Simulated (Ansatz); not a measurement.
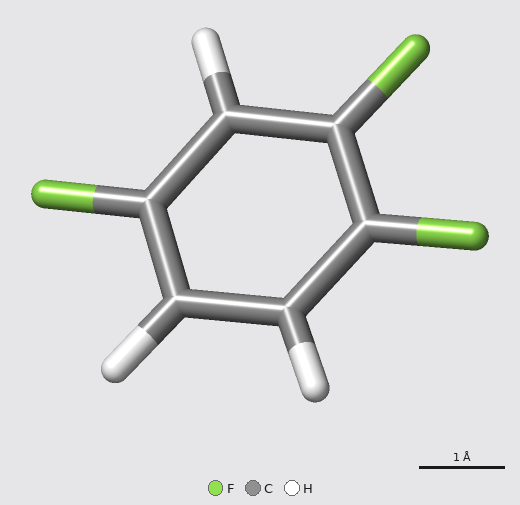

C$_{6}$H$_{3}$F$_{3}$, before the relaxation. The picture is a stick view, seen at a tilt.

The start comes from PBE-D4/def2-SVP.

Computed with RKS PBE0-D4/def2-TZVP in Ansatz.

Input file:
```yaml
crystal:
  periodic: [false, false, false]
  atoms:
    - {symbol: F, position_ang: [2.522398, -0.698524, 0.839131]}
    - {symbol: C, position_ang: [1.293905, -0.352469, 0.417482]}
    - {symbol: C, position_ang: [1.147991, 0.315788, -0.803542]}
    - {symbol: C, position_ang: [-0.140525, 0.671112, -1.231563]}
    - {symbol: C, position_ang: [-1.254622, 0.359831, -0.447260]}
    - {symbol: F, position_ang: [-2.491168, 0.693491, -0.844863]}
    - {symbol: C, position_ang: [-1.084842, -0.313545, 0.778257]}
    - {symbol: F, position_ang: [-2.162277, -0.604609, 1.517603]}
    - {symbol: C, position_ang: [0.190933, -0.674717, 1.220385]}
    - {symbol: H, position_ang: [2.037117, 0.550781, -1.404479]}
    - {symbol: H, position_ang: [-0.300074, 1.197028, -2.183895]}
    - {symbol: H, position_ang: [0.318162, -1.199467, 2.176743]}
basis:
  gaussian: {orbitals: def2-TZVP}
hamiltonian: {xc: pbe0, dispersion: d4}
relax: {f_tol: 0.005, max_steps: 150}
```

Command:
```bash
ansatz run in.yaml --threads 4 --pin off --events-out ev --progress --plain --max-ram 11315MiB
```

Where does the relaxation end?

Answer. After 4 geometry steps the energy has fallen by 0.078 eV. The largest force component goes from 0.6 to 0.00063 eV/Å. The atom that moves furthest after the best rigid fit is H10 (0.034 Å). Largest moves by element: H 0.034 Å, F 0.031 Å, C 0.023 Å. Some distances before and after: C5–C7 1.409 → 1.387 Å, C2–C3 1.400 → 1.380 Å, C3–H10 1.099 → 1.082 Å, C3–C4 1.403 → 1.387 Å. The run took 47 s on 4 threads of Arm Neoverse V1, on a shared host.

History of the run:

| step | E − E(0), eV | largest force component, eV/Å |
| --- | --- | --- |
| 0 | 0.0000 | 0.5967 |
| 1 | -0.0725 | 0.1767 |
| 2 | -0.0780 | 0.0123 |
| 3 | -0.0781 | 0.0054 |
| 4 | -0.0781 | 0.0006 |

Final geometry:

```xyz
12

F     2.4939   -0.6907    0.8300
C     1.2724   -0.3468    0.4108
C     1.1341    0.3121   -0.7939
C    -0.1392    0.6636   -1.2179
C    -1.2352    0.3542   -0.4405
F    -2.4629    0.6863   -0.8366
C    -1.0686   -0.3086    0.7663
F    -2.1368   -0.5984    1.5021
C     0.1888   -0.6675    1.2070
H     2.0093    0.5439   -1.3861
H    -0.2942    1.1814   -2.1561
H     0.3153   -1.1845    2.1489
```
